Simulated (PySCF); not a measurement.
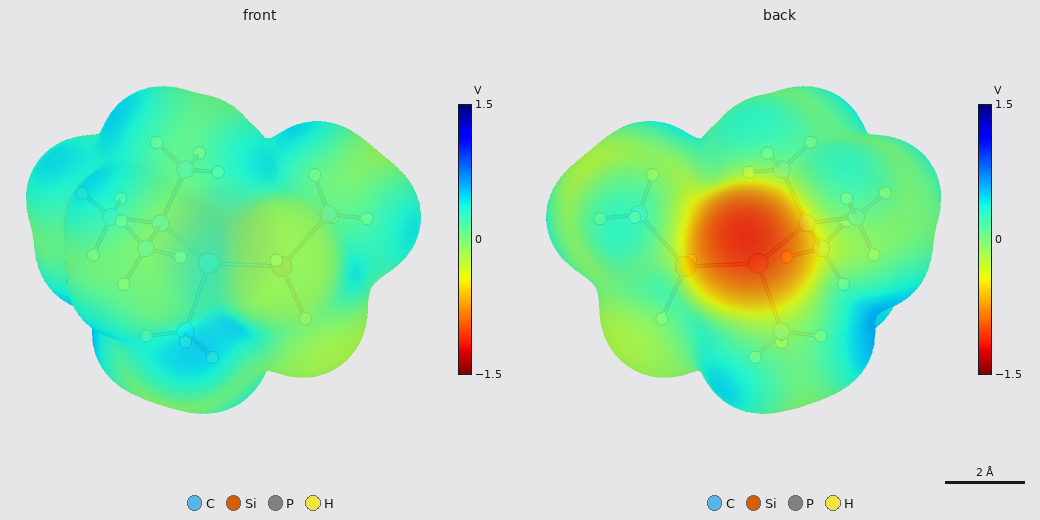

Figure 1: C6H17PSi. The molecular electrostatic potential painted on the density surface at 0.001 e/bohr³, seen from the front and from behind; the colour scale runs from red (negative) to blue (positive).

Geometry: GFN2-xTB.

These are results of PBE0/pcSseg-1, SCF density, gas phase, non-relativistic in PySCF, not measurements.

Input

```
{"job": {"kind": "nmr", "xc": "PBE0", "basis": "pcSseg-1"}, "charge": 0, "multiplicity": 1}
C      2.983078     1.379629     0.466345
Si     2.072231    -0.283988     0.515656
P      0.447882    -0.189976    -1.030815
C      0.254637    -2.008837    -1.320805
C     -1.120419     0.220473    -0.045199
C     -2.249642     0.383462    -1.065530
C     -0.874738     1.559857     0.649363
C     -1.513731    -0.833029     0.985432
H      2.377703     2.189444     0.861566
H      3.253233     1.639893    -0.552780
H      3.895419     1.333493     1.051616
H      2.990759    -1.355456     0.101616
H      1.697802    -0.589913     1.908244
H      1.136893    -2.342986    -1.864364
H     -0.619124    -2.190720    -1.944695
H      0.171671    -2.574883    -0.396041
H     -1.996418     1.154199    -1.791343
H     -3.176090     0.666649    -0.567089
H     -2.423802    -0.546871    -1.603373
H     -0.152044     1.452016     1.456250
H     -1.803309     1.943869     1.070697
H     -0.493127     2.291281    -0.061699
H     -0.693592    -1.045885     1.667829
H     -1.818930    -1.759413     0.504445
H     -2.357277    -0.468164     1.571195
```

Launched as:

```sh
OMP_NUM_THREADS=1 python probes_run.py task.json out
```

### Which sites attract a positive test charge, and which a negative one?

A positive charge is drawn to the negative regions and a negative charge to the positive ones. The most negative region (about −1.1 V) lies over P3, the most positive (about +0.6 V) over H15 and H19.
